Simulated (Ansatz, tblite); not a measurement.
# Al(H2O)Cl3 (AlCl₃H₂O): charged states by level of theory

What does removing or adding an electron cost or gain for Al(H2O)Cl3 (AlCl₃H₂O)? Each charged state is run at several levels.

Method: as each input shows; program: Ansatz 0.2.0, Gaussian basis.

Plan: charge +1 doublet, at the geometry of the singlet (PBE0-D4/def2-TZVP, PBE-D4/def2-TZVP, r2SCAN-D4/def2-TZVP); charge -1 doublet, at the geometry of the singlet (PBE0-D4/def2-TZVPD, PBE-D4/def2-TZVPD, r2SCAN-D4/def2-TZVPD); the starting singlet's energies come from earlier runs.

## 1. The relaxed structure

The singlet was relaxed beforehand with PBE-D4/def2-SVP.

7 atoms, charge 0, spin multiplicity 1.

Atoms are counted from 1 here; the program's logs count them from 0.

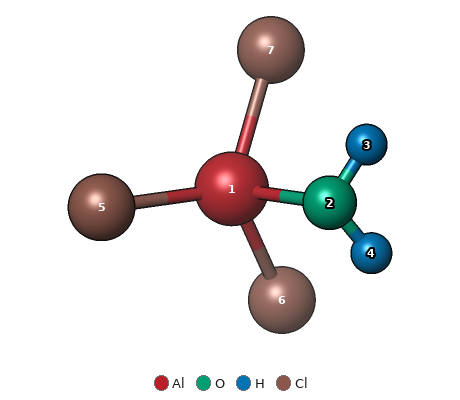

The geometry (aluminium red, oxygen teal, hydrogen blue, chlorine brown); atoms are numbered from 1 in the order of the file.

## 2. Charge +1 doublet at the fixed geometry, first pass, PBE0-D4/def2-SVP

Contents of in.yaml:

```yaml
crystal:
  periodic: [false, false, false]
  atoms:
    - {symbol: Al, position_ang: [0.170056, -0.052307, -0.784588]}
    - {symbol: O, position_ang: [0.177842, 0.039425, 1.194850]}
    - {symbol: H, position_ang: [-0.410898, -0.683909, 1.506901]}
    - {symbol: H, position_ang: [-0.260322, 0.885439, 1.438401]}
    - {symbol: Cl, position_ang: [2.177536, -0.266150, -1.396892]}
    - {symbol: Cl, position_ang: [-0.761052, 1.848785, -1.065992]}
    - {symbol: Cl, position_ang: [-1.093152, -1.771284, -0.892690]}
basis:
  gaussian: {orbitals: def2-SVP}
total_charge: 1
magnetization: {spin_polarized: true, initial_magnetization: 1}
hamiltonian: {xc: pbe0, dispersion: d4}
output: {orbitals: {seedname: orbitals}}
```

The run is started by

```
$ ansatz run in.yaml --threads 4 --pin off --events-out ev --progress --plain --max-ram 3916MiB
```

The log of the run:

```text
Functional definition: PBE0
  name "PBE0"
  cite "Adamo & Barone, J. Chem. Phys. 110, 6158 (1999) doi:10.1063/1.478522"
  cite "Perdew, Burke & Ernzerhof, Phys. Rev. Lett. 77, 3865 (1996) doi:10.1103/PhysRevLett.77.3865"
  parent pbe
  parameter a = 0.25
  parameter kappa = 0.804
  parameter beta = 0.06672455060314922
  exchange = (1 - a)*pbe_x(kappa = kappa, mu = beta*pi^2/3) + a*exact_x
  correlation = pbe_c(beta = beta)
868 factors; integrals over basis functions are off by at most 1.1e-3 eV
mean field evaluation 1: about -46202.1719 eV, gradient 4.0e1 eV
mean field evaluation 2: about -46182.6364 eV, gradient 7.2e1 eV
mean field evaluation 4: about -46207.4095 eV, gradient 5.8e0 eV
mean field evaluation 8: about -46207.5786 eV, gradient 3.7e-1 eV
mean field evaluation 16: about -46207.7306 eV, gradient 4.1e-3 eV
mean field evaluation 32: about -46207.7306 eV, gradient 2.1e-5 eV
mean field -46207.73063025 eV, -1698.1027799370 hartree, gradient 9.4e-6 eV, S^2 0.754988; 6 other end points of the search recorded, 0 dependent functions left out
reference -46207.73065638 eV, -1698.1027808973 hartree; 37, 36 occupied and 59, 60 virtual orbitals, 868 factors
Total energy: -46207.90723461 eV, -1698.1092700276 hartree
```

Wall time 4.5 s (4 threads of Arm Neoverse V2, shared host).

HOMO -14.52 eV, LUMO -12.87 eV (over both spins); ⟨S²⟩ 0.755 (pure: 0.75).

## 3. Charge +1 doublet at the fixed geometry, PBE0-D4/def2-TZVP

start.molden holds the orbitals of an earlier run on this state, given as this run's starting guess.

in.yaml: that of step 2 with these lines changed.

```diff
@@ -11,3 +11,3 @@
 basis:
-  gaussian: {orbitals: def2-SVP}
+  gaussian: {orbitals: def2-TZVP, initial_orbitals: start.molden}
 total_charge: 1
@@ -15,2 +15,3 @@
 hamiltonian: {xc: pbe0, dispersion: d4}
+scf: {omitted_lower_state_checks: [starts]}
 output: {orbitals: {seedname: orbitals}}
```

Same command.

The log of the run:

```text
Functional definition: PBE0
  name "PBE0"
  cite "Adamo & Barone, J. Chem. Phys. 110, 6158 (1999) doi:10.1063/1.478522"
  cite "Perdew, Burke & Ernzerhof, Phys. Rev. Lett. 77, 3865 (1996) doi:10.1103/PhysRevLett.77.3865"
  parent pbe
  parameter a = 0.25
  parameter kappa = 0.804
  parameter beta = 0.06672455060314922
  exchange = (1 - a)*pbe_x(kappa = kappa, mu = beta*pi^2/3) + a*exact_x
  correlation = pbe_c(beta = beta)
these checks for a lower state are left out or cut short: starts
1322 factors; their error is unknown
mean field evaluation 1: about -46221.6399 eV, gradient 1.4e2 eV
mean field evaluation 2: about -46225.1782 eV, gradient 4.3e0 eV
mean field evaluation 4: about -46225.3974 eV, gradient 2.1e-1 eV
mean field evaluation 8: about -46225.3976 eV, gradient 5.6e-5 eV
mean field -46225.39756517 eV, -1698.7520278203 hartree, gradient 3.6e-6 eV, S^2 0.756211; 0 other end points of the search recorded, 0 dependent functions left out
reference -46225.39759385 eV, -1698.7520288742 hartree; 37, 36 occupied and 154, 155 virtual orbitals, 1322 factors
Total energy: -46225.57417208 eV, -1698.7585180045 hartree
Checks for a lower state left out: starts
```

Run time: 7 s. Hardware: 4 threads of Arm Neoverse V2, shared host; peak memory 0.79 GiB.

From the report: HOMO -14.41 eV, LUMO -12.77 eV (over both spins); ⟨S²⟩ 0.756 (pure: 0.75).

## 4. Charge +1 doublet at the fixed geometry, PBE-D4/def2-TZVP

in.yaml: that of step 3 with these lines changed.

```diff
@@ -14,3 +14,3 @@
 magnetization: {spin_polarized: true, initial_magnetization: 1}
-hamiltonian: {xc: pbe0, dispersion: d4}
+hamiltonian: {xc: pbe, dispersion: d4}
 scf: {omitted_lower_state_checks: [starts]}
```

Launched as before.

The log of the run:

```text
Functional definition: PBE
  name "PBE"
  cite "Perdew, Burke & Ernzerhof, Phys. Rev. Lett. 77, 3865 (1996) doi:10.1103/PhysRevLett.77.3865"
  parent pbe
  parameter kappa = 0.804
  parameter beta = 0.06672455060314922
  exchange = pbe_x(kappa = kappa, mu = beta*pi^2/3)
  correlation = pbe_c(beta = beta)
these checks for a lower state are left out or cut short: starts
1266 factors; their error is unknown
mean field evaluation 1: about -46222.1089 eV, gradient 1.1e1 eV
mean field evaluation 2: about -46222.2296 eV, gradient 1.8e-1 eV
mean field evaluation 4: about -46222.2204 eV, gradient 1.1e-3 eV
mean field evaluation 8: about -46222.2204 eV, gradient 7.3e-5 eV
mean field -46222.22037328 eV, -1698.6352681719 hartree, gradient 9.0e-6 eV, S^2 0.751946; 0 other end points of the search recorded, 0 dependent functions left out
reference -46222.22041194 eV, -1698.6352695925 hartree; 37, 36 occupied and 154, 155 virtual orbitals, 1266 factors
Total energy: -46222.42424322 eV, -1698.6427602538 hartree
Checks for a lower state left out: starts
```

Wall time 3.6 s (4 threads of Arm Neoverse V2, shared host).

From the report: HOMO -13.33 eV, LUMO -13.04 eV (over both spins); ⟨S²⟩ 0.752 (pure: 0.75).

## 5. Charge +1 doublet at the fixed geometry, r2SCAN-D4/def2-TZVP

in.yaml: that of step 4 with these lines changed.

```diff
@@ -14,3 +14,3 @@
 magnetization: {spin_polarized: true, initial_magnetization: 1}
-hamiltonian: {xc: pbe, dispersion: d4}
+hamiltonian: {xc: r2scan, dispersion: d4}
 scf: {omitted_lower_state_checks: [starts]}
```

Launched as before.

The log of the run:

```text
Functional definition: r2SCAN
  name "r2SCAN"
  cite "Furness, Kaplan, Ning, Perdew & Sun, J. Phys. Chem. Lett. 11, 8208 (2020) doi:10.1021/acs.jpclett.0c02405"
  cite "Furness, Kaplan, Ning, Perdew & Sun, J. Phys. Chem. Lett. 11, 9248 (2020) doi:10.1021/acs.jpclett.0c03077"
  parent r2scan
  parameter k0 = 0.174
  parameter k1 = 0.065
  parameter a1 = 4.9479
  exchange = r2scan_x(k0 = k0, k1 = k1, a1 = a1)
  correlation = r2scan_c
these checks for a lower state are left out or cut short: starts
1266 factors; their error is unknown
mean field evaluation 1: about -46239.2524 eV, gradient 7.9e0 eV
mean field evaluation 2: about -46239.2887 eV, gradient 7.8e-2 eV
mean field evaluation 4: about -46239.2772 eV, gradient 5.0e-4 eV
mean field evaluation 8: about -46239.2772 eV, gradient 6.8e-5 eV
mean field -46239.27719926 eV, -1699.2620949651 hartree, gradient 6.4e-6 eV, S^2 0.753854; 0 other end points of the search recorded, 0 dependent functions left out
reference -46239.27721051 eV, -1699.2620953786 hartree; 37, 36 occupied and 154, 155 virtual orbitals, 1266 factors
Total energy: -46239.32545054 eV, -1699.2638681669 hartree
Checks for a lower state left out: starts
```

It took 9.5 s on 4 threads of Arm Neoverse V2, shared host.

HOMO -13.69 eV, LUMO -13.24 eV (over both spins); ⟨S²⟩ 0.754 (pure: 0.75).

## 6. Vertical ionisation energy

Charged state less starting state, singlet to doublet; the starting state's energies are those of its earlier runs.

```tsv
level	vertical ionisation energy (eV)	time
PBE-D4/def2-TZVP	+10.22	5.2 s
r2SCAN-D4/def2-TZVP	+10.51	13 s
PBE0-D4/def2-TZVP	+10.80	9.4 s
```

Times add the two runs; a level without a time comes out of a correlated run.

Beside −ε(HOMO) of the starting state:

```tsv
level	−ε(HOMO) (eV)	by difference (eV)	mismatch (eV)
PBE-D4/def2-TZVP	7.38	10.22	-2.84
r2SCAN-D4/def2-TZVP	7.76	10.51	-2.75
PBE0-D4/def2-TZVP	8.80	10.80	-2.00
```

## 7. Charge -1 doublet at the fixed geometry, first pass, PBE0-D4/def2-SVP

in.yaml: that of step 5 with these lines changed.

```diff
@@ -11,7 +11,6 @@
 basis:
-  gaussian: {orbitals: def2-TZVP, initial_orbitals: start.molden}
-total_charge: 1
+  gaussian: {orbitals: def2-SVP}
+total_charge: -1
 magnetization: {spin_polarized: true, initial_magnetization: 1}
-hamiltonian: {xc: r2scan, dispersion: d4}
-scf: {omitted_lower_state_checks: [starts]}
+hamiltonian: {xc: pbe0, dispersion: d4}
 output: {orbitals: {seedname: orbitals}}
```

The command is unchanged.

The log of the run (excerpt; [...] marks lines left out):

```text
Functional definition: PBE0
  name "PBE0"
  cite "Adamo & Barone, J. Chem. Phys. 110, 6158 (1999) doi:10.1063/1.478522"
  cite "Perdew, Burke & Ernzerhof, Phys. Rev. Lett. 77, 3865 (1996) doi:10.1103/PhysRevLett.77.3865"
  parent pbe
[...]
868 factors; integrals over basis functions are off by at most 1.1e-3 eV
[...]
mean field -46217.18734012 eV, -1698.4503076147 hartree, gradient 2.2e-5 eV, S^2 0.751644; 2 other end points of the search recorded, 0 dependent functions left out
reference -46217.18737508 eV, -1698.4503088993 hartree; 38, 37 occupied and 58, 59 virtual orbitals, 868 factors
Total energy: -46217.39388473 eV, -1698.4578979891 hartree
```

Run time: 3.3 s. Hardware: 4 threads of Arm Neoverse V2, shared host.

From the report: HOMO 3.01 eV, LUMO 4.75 eV (over both spins); ⟨S²⟩ 0.752 (pure: 0.75). Doubts: highest occupied level lies above zero.

## 8. Charge -1 doublet at the fixed geometry, PBE0-D4/def2-TZVPD

in.yaml: that of step 7 with these lines changed.

```diff
@@ -11,3 +11,3 @@
 basis:
-  gaussian: {orbitals: def2-SVP}
+  gaussian: {orbitals: def2-TZVPD, initial_orbitals: start.molden}
 total_charge: -1
@@ -15,2 +15,3 @@
 hamiltonian: {xc: pbe0, dispersion: d4}
+scf: {omitted_lower_state_checks: [starts]}
 output: {orbitals: {seedname: orbitals}}
```

Launched as before.

The log of the run:

```text
Functional definition: PBE0
  name "PBE0"
  cite "Adamo & Barone, J. Chem. Phys. 110, 6158 (1999) doi:10.1063/1.478522"
  cite "Perdew, Burke & Ernzerhof, Phys. Rev. Lett. 77, 3865 (1996) doi:10.1103/PhysRevLett.77.3865"
  parent pbe
  parameter a = 0.25
  parameter kappa = 0.804
  parameter beta = 0.06672455060314922
  exchange = (1 - a)*pbe_x(kappa = kappa, mu = beta*pi^2/3) + a*exact_x
  correlation = pbe_c(beta = beta)
these checks for a lower state are left out or cut short: starts
1504 factors; their error is unknown
mean field evaluation 1: about -46230.4671 eV, gradient 1.4e2 eV
mean field evaluation 2: about -46235.0648 eV, gradient 7.0e0 eV
mean field evaluation 4: about -46236.2946 eV, gradient 5.9e-2 eV
mean field evaluation 8: about -46236.3976 eV, gradient 1.5e-5 eV
mean field -46236.39757398 eV, -1699.1562706878 hartree, gradient 5.0e-5 eV, S^2 0.750441; 0 other end points of the search recorded, 0 dependent functions left out
reference -46236.39760767 eV, -1699.1562719260 hartree; 38, 37 occupied and 201, 202 virtual orbitals, 1504 factors
Total energy: -46236.60411732 eV, -1699.1638610158 hartree
Checks for a lower state left out: starts
```

It took 11 s on 4 threads of Arm Neoverse V2, shared host; peak memory 1 GiB.

Report: HOMO 1.09 eV, LUMO 2.52 eV (over both spins); ⟨S²⟩ 0.750 (pure: 0.75). Doubts: highest occupied level lies above zero.

## 9. Charge -1 doublet at the fixed geometry, PBE-D4/def2-TZVPD

in.yaml: that of step 8 with these lines changed.

```diff
@@ -14,3 +14,3 @@
 magnetization: {spin_polarized: true, initial_magnetization: 1}
-hamiltonian: {xc: pbe0, dispersion: d4}
+hamiltonian: {xc: pbe, dispersion: d4}
 scf: {omitted_lower_state_checks: [starts]}
```

The command is unchanged.

The log of the run:

```text
Functional definition: PBE
  name "PBE"
  cite "Perdew, Burke & Ernzerhof, Phys. Rev. Lett. 77, 3865 (1996) doi:10.1103/PhysRevLett.77.3865"
  parent pbe
  parameter kappa = 0.804
  parameter beta = 0.06672455060314922
  exchange = pbe_x(kappa = kappa, mu = beta*pi^2/3)
  correlation = pbe_c(beta = beta)
these checks for a lower state are left out or cut short: starts
1390 factors; their error is unknown
mean field evaluation 1: about -46232.6847 eV, gradient 1.1e1 eV
mean field evaluation 2: about -46232.8130 eV, gradient 2.3e-1 eV
mean field evaluation 4: about -46232.8030 eV, gradient 2.2e-2 eV
mean field evaluation 8: about -46232.8030 eV, gradient 2.6e-5 eV
mean field -46232.80295829 eV, -1699.0241709977 hartree, gradient 2.7e-5 eV, S^2 0.750398; 0 other end points of the search recorded, 0 dependent functions left out
reference -46232.80300309 eV, -1699.0241726440 hartree; 38, 37 occupied and 201, 202 virtual orbitals, 1390 factors
Total energy: -46233.04139101 eV, -1699.0329332387 hartree
Checks for a lower state left out: starts
```

Wall time 5.5 s (4 threads of Arm Neoverse V2, shared host).

Report: HOMO 1.43 eV, LUMO 1.93 eV (over both spins); ⟨S²⟩ 0.750 (pure: 0.75). Doubts: highest occupied level lies above zero.

## 10. Charge -1 doublet at the fixed geometry, r2SCAN-D4/def2-TZVPD

in.yaml: that of step 9 with these lines changed.

```diff
@@ -14,3 +14,3 @@
 magnetization: {spin_polarized: true, initial_magnetization: 1}
-hamiltonian: {xc: pbe, dispersion: d4}
+hamiltonian: {xc: r2scan, dispersion: d4}
 scf: {omitted_lower_state_checks: [starts]}
```

Same command.

The log of the run:

```text
Functional definition: r2SCAN
  name "r2SCAN"
  cite "Furness, Kaplan, Ning, Perdew & Sun, J. Phys. Chem. Lett. 11, 8208 (2020) doi:10.1021/acs.jpclett.0c02405"
  cite "Furness, Kaplan, Ning, Perdew & Sun, J. Phys. Chem. Lett. 11, 9248 (2020) doi:10.1021/acs.jpclett.0c03077"
  parent r2scan
  parameter k0 = 0.174
  parameter k1 = 0.065
  parameter a1 = 4.9479
  exchange = r2scan_x(k0 = k0, k1 = k1, a1 = a1)
  correlation = r2scan_c
these checks for a lower state are left out or cut short: starts
1390 factors; their error is unknown
mean field evaluation 1: about -46249.9583 eV, gradient 7.9e0 eV
mean field evaluation 2: about -46249.9995 eV, gradient 1.1e-1 eV
mean field evaluation 4: about -46249.9840 eV, gradient 3.3e-3 eV
mean field -46249.98395765 eV, -1699.6555610785 hartree, gradient 8.3e-5 eV, S^2 0.750927; 0 other end points of the search recorded, 0 dependent functions left out
reference -46249.98399314 eV, -1699.6555623828 hartree; 38, 37 occupied and 201, 202 virtual orbitals, 1390 factors
Total energy: -46250.04093676 eV, -1699.6576550222 hartree
Checks for a lower state left out: starts
```

Wall time 13 s (4 threads of Arm Neoverse V2, shared host).

Report: HOMO 1.49 eV, LUMO 2.31 eV (over both spins); ⟨S²⟩ 0.751 (pure: 0.75). Doubts: highest occupied level lies above zero.

## 11. Vertical electron affinity

Starting state less charged state (positive: the electron is bound), singlet to doublet; the starting state's energies are those of its earlier runs.

```tsv
level	vertical electron affinity (eV)	time
PBE-D4/def2-TZVPD	+0.30	8.2 s
r2SCAN-D4/def2-TZVPD	+0.14	18 s
PBE0-D4/def2-TZVPD	+0.15	15 s
```

Times add the two runs; a level without a time comes out of a correlated run.

Beside −ε(LUMO) of the starting state:

```tsv
level	−ε(LUMO) (eV)	by difference (eV)	mismatch (eV)
PBE-D4/def2-TZVPD	2.08	0.30	+1.78
r2SCAN-D4/def2-TZVPD	1.46	0.14	+1.32
PBE0-D4/def2-TZVPD	1.31	0.15	+1.16
```

## 12. Outcome

| quantity | value |
| --- | --- |
| vertical ionisation energy, functionals in def2-TZVP | 10.22 (PBE-D4) to 10.80 eV (PBE0-D4) |
| vertical electron affinity, functionals in def2-TZVPD | 0.14 (r2SCAN-D4) to 0.30 eV (PBE-D4) |

The vertical ionisation energy spans 10.22 to 10.80 eV over the functionals. −ε(HOMO) misses the level's own difference by -2.00 eV at best (PBE0-D4) and -2.84 eV at worst (PBE-D4). The vertical electron affinity spans 0.14 to 0.30 eV over the functionals. The anion's highest level lies above zero where self-interaction lifts it, so diffuse functions weigh on these values. −ε(LUMO) misses the level's own difference by +1.16 eV at best (PBE0-D4) and +1.78 eV at worst (PBE-D4).

The anion's highest level is positive in at least one run, so there the basis alone may hold the extra electron.
